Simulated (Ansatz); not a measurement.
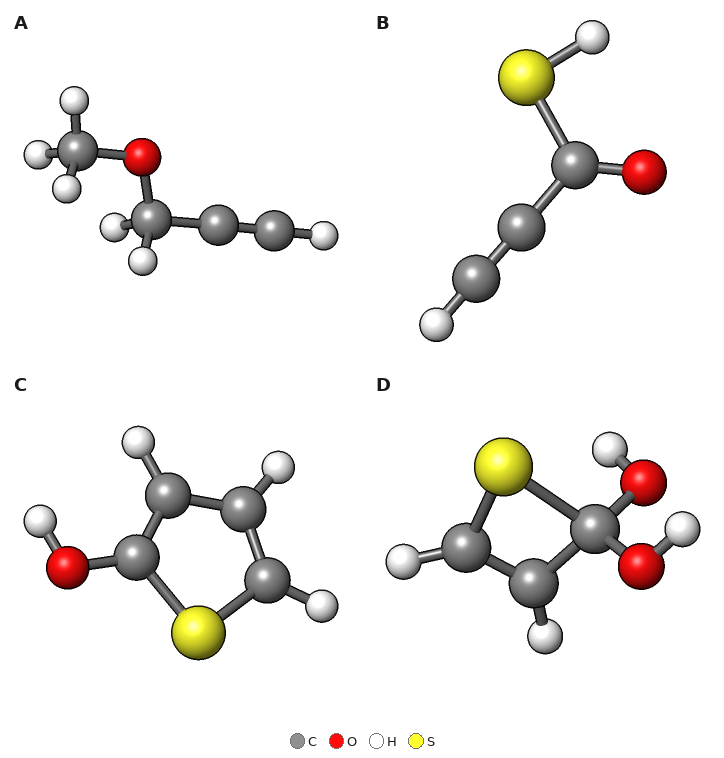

Source: calculation with Ansatz.

**Match each picture to its SMILES.**
(1) OC1(O)C=CS1
(2) C#CC(=O)S
(3) Oc1cccs1
(4) C#CCOC

A is (4), B is (2), C is (3), D is (1).
